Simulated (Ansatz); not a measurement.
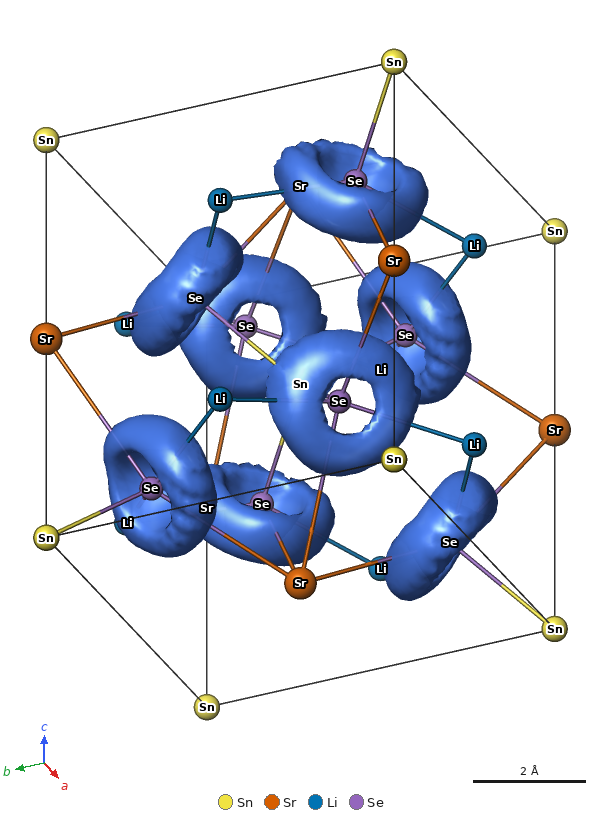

Figure 1: SrLi2SnSe4. Isosurface of the electron localisation function at 0.8 (blue), seen at an oblique angle. Core shells are left out. Sticks mark near contacts.

Space group I-42m; built by placing these elements on a known structure type; not relaxed (largest force 0.9 eV/Å); computed pressure about 4 GPa in this cell.

Theory: DFT, PAW plane waves, r2SCAN (Ansatz).

```
Sn Sr Li Se
1.0
     6.86405    0.00000    0.00000
     0.00000    6.86405    0.00000
     0.00000    0.00000    8.16182
Sn Sr Li Se
2 2 4 8
Direct
  0.00000 0.00000 0.00000
  0.50000 0.50000 0.50000
  0.00000 0.00000 0.50000
  0.50000 0.50000 0.00000
  0.50000 0.00000 0.25000
  0.00000 0.50000 0.75000
  0.00000 0.50000 0.25000
  0.50000 0.00000 0.75000
  0.20660 0.20660 0.82866
  0.70660 0.70660 0.32866
  0.20660 0.79340 0.17134
  0.70660 0.29340 0.67134
  0.29340 0.29340 0.32866
  0.79340 0.79340 0.82866
  0.79340 0.20660 0.17134
  0.29340 0.70660 0.67134
```

> Identify the bonds, lone pairs and shells in this picture.

The ELF exceeds this value in eight regions wrapped around Se (the valence shell of each), counted in one cell of 16 atoms. Regions shared between cells count once. Along the contacts the grid gives the following. Sn–Se (2.44 Å): the ELF is about 0.60 at the midpoint. Li–Se (2.55 Å): the ELF is about 0.85 at the midpoint: an ionic contact with no shared pair.
